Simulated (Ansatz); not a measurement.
The relaxed structure here is a generated cell of AlRu: the first start was made by placing the elements on the sites of a structure type, and the end was not matched to a known phase here, so it may be hypothetical.

A relaxed structure of AlRu. Space group R-3m (No. 166), AFLOW prototype AB_hR2_166_a_b (L1_1, as in CuPt). All values below come from PBE (plane waves to 420 eV, PAW, scalar-relativistic; Ansatz, a first-principles code).

```cif
data_AlRu
_chemical_formula_sum 'Al1 Ru1'
_space_group_name_H-M_alt 'P 1'
_space_group_IT_number 1
_cell_length_a 4.29768
_cell_length_b 4.29768
_cell_length_c 4.29768
_cell_angle_alpha 39.077
_cell_angle_beta 39.077
_cell_angle_gamma 39.077
loop_
_space_group_symop_operation_xyz
  'x, y, z'
loop_
_atom_site_label
_atom_site_type_symbol
_atom_site_fract_x
_atom_site_fract_y
_atom_site_fract_z
_atom_site_occupancy
Al1 Al 0.00000 0.00000 0.00000 1
Ru1 Ru 0.50000 0.50000 0.50000 1
```

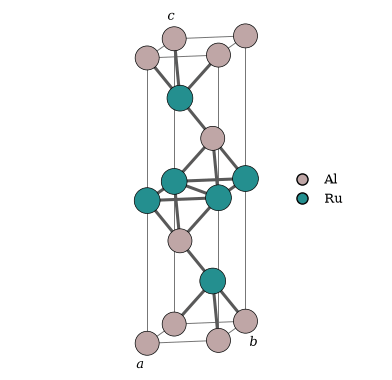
*The conventional cell of the relaxed structure*

```yaml
volume_per_atom: 14.18 Å³
band_gap: zero (metallic)
shortest_distances: Al–Ru 2.59 Å; Al–Al 2.87 Å; Ru–Ru 2.87 Å
k-mesh: 19×19×19
```

No spin polarisation in the result.

The run could not lose the symmetry of its start, so the end can be a saddle point.

All atoms sit on sites fixed by symmetry, so only the cell could relax.
